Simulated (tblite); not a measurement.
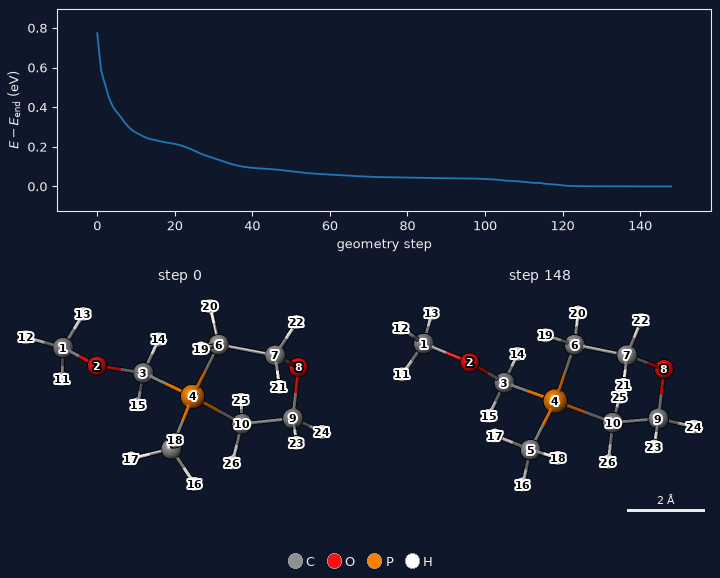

First and last geometry of a relaxation of C$_{7}$H$_{16}$O$_{2}$P (charge +1), with the history of the run. Style: ball-and-stick. Shown at a tilt.

Theory: GFN2-xTB geometry optimisation, gas phase in tblite. 

**What do the curves and the structures tell?**

It converged. Over 148 geometry steps the energy falls by 0.773 eV. The largest move after the best rigid fit is that of H16, 1.04 Å. Largest moves by element: H 1.04 Å, O 0.46 Å, C 0.42 Å, P 0.32 Å. Some distances before and after: C9–C10 1.490 → 1.541 Å, C6–H19 1.125 → 1.091 Å, C6–C7 1.510 → 1.540 Å, C10–H25 1.118 → 1.093 Å. Bond angles that change, for instance: O2–C3–P4 112.6° → 98.6°, C1–O2–C3 105.5° → 114.3°, O8–C9–H24 113.4° → 105.6°. Groups turn about P4–C5 by about 60°.

```tsv
step	E − E(0), eV
0	0.0000
1	-0.1874
2	-0.2564
3	-0.3248
4	-0.3693
5	-0.3972
6	-0.4212
7	-0.4474
8	-0.4715
9	-0.4892
10	-0.5012
17	-0.5485
25	-0.5927
32	-0.6432
39	-0.6773
46	-0.6878
54	-0.7053
61	-0.7138
68	-0.7224
75	-0.7269
83	-0.7298
90	-0.7316
97	-0.7333
104	-0.7406
112	-0.7541
119	-0.7654
126	-0.7722
133	-0.7726
141	-0.7730
148	-0.7734
```
